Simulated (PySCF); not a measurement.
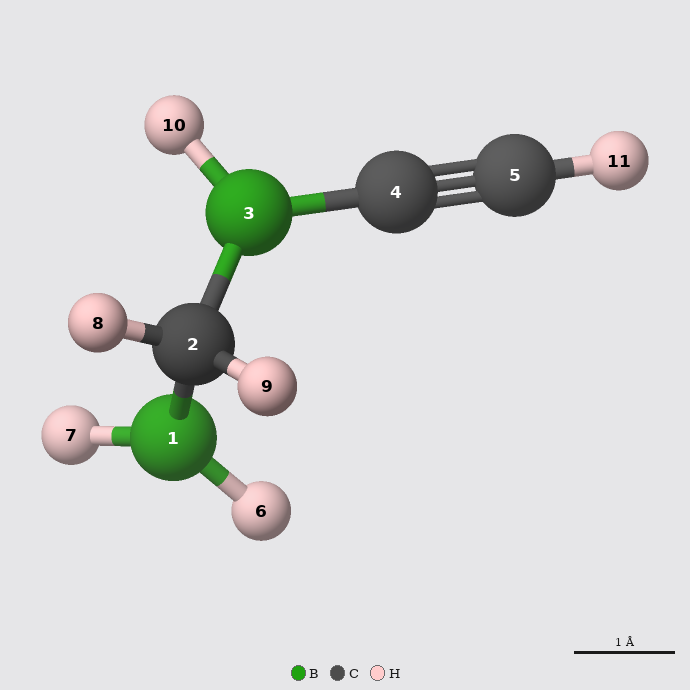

Numbered structure. The geometry was computed by an optimisation with PBE0-D3(BJ)/def2-SVP. No frequency run is at hand to confirm it as a minimum.

Q: How are the neighbours of atom 3 arranged?

A: B3 has 3 neighbours (C2 at 1.57, C4 at 1.52, H10 at 1.21 Å); the arrangement is trigonal planar.

Q: What is the geometry at C4?

A: C4 has 2 neighbours (B3 at 1.52, C5 at 1.22 Å); the arrangement is linear.

Q: How are the neighbours of atom 2 arranged?

A: C2 has 4 neighbours (B1 at 1.56, B3 at 1.57, H8 at 1.10, H9 at 1.10 Å); the arrangement is tetrahedral.

Q: What is the geometry at C5?

A: C5 has 2 neighbours (C4 at 1.22, H11 at 1.08 Å); the arrangement is linear.

Q: What is the dihedral angle B1–C2–B3–C4?

A: 87° in size, that is about perpendicular.
